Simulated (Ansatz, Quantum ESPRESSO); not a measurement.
# Predicting the next point of a tunnelling series: vacuum gaps between two Li(110) faces

Method. Quantum ESPRESSO 7.5 (pw.x, pwcond.x), PBEsol, GBRV ultrasoft; geometry as built. T is the transmission per spin at the Fermi level, averaged over the mesh across the current, in a cell of 8.37 Å². The series steps the width of the vacuum gap.

```
width (Å)      T
        4  0.445
        5   0.27
        6   0.14
```

To predict: What is T at 7 Å?

By hand: In the tunnelling regime ln T falls linearly. The last two rows give a slope of ln(0.27/0.14)/(6 − 5) = 0.657 per Å, so T(7) ≈ 0.14 × exp(−0.657 × 1) = 0.0726.

**Check.** T = 0.0457; the estimate is 1.59 times that. The slope over the last interval is 1.116: steeper than before. Points of the mesh with over 2.5 times the mean carry 83 % of this T, and one passes 0.80: resonant or open transport, which no single decay describes. A second code, Ansatz 0.2.0, gives 0.0365.

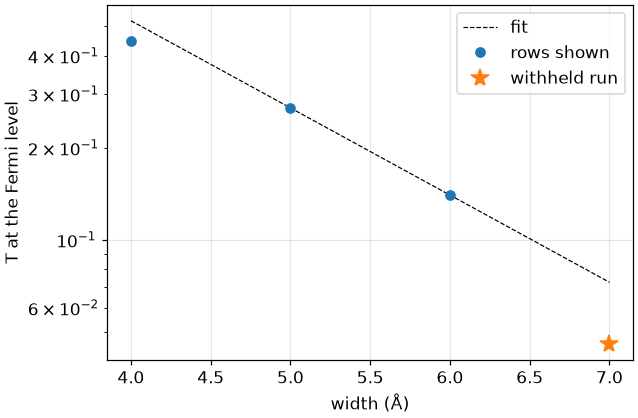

The rows shown, the fit and the withheld run.

Caveats: Short leads, unrelaxed atoms, a barrier without the image potential and an untested mesh.

[Logs are printed without paths, hosts, clocks, repeated set-up lines and the standing remarks that a program may print on its own settings, such as how far it seeks lower states.]
